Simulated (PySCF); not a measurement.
Molecule: C2H9NO2Si, SMILES C(C)O[SiH](O)N. Atoms near the plane z = 0.0 Å, at the GFN2-xTB optimised geometry (x, y, z in Å): Si1 (-1.6, -0.5, 0.0), O3 (-2.1, 1.0, 0.0), O4 (0.0, -0.5, 0.0), C5 (0.9, 0.2, 0.8), C6 (2.3, 0.1, 0.2), H10 (-3.0, 1.2, -0.1), H11 (0.6, 1.2, 0.9), H13 (2.6, -0.9, 0.2), H14 (3.0, 0.7, 0.9), H15 (2.3, 0.6, -0.8).

Level of theory: B3LYP/def2-TZVP run with PySCF. Cells within 0.4 Å of a nucleus heavier than hydrogen are left out (blank, or x). The values are rescaled to run from 0 to 1.

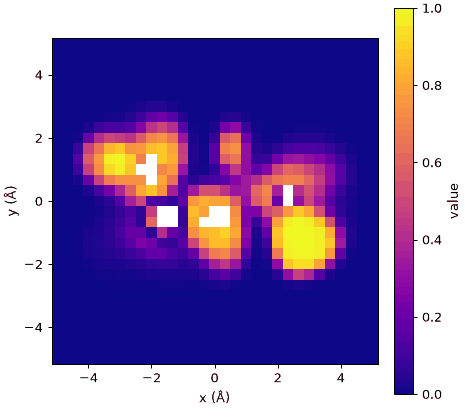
Fig. 1. a field on the plane z = 0.0 Å.

Q: Which quantity is mapped?
A. Laplacian of the electron density
B. deformation density (molecule minus spherical neutral atoms)
C. electron localisation function
D. an orbital amplitude

A: C, electron localisation function
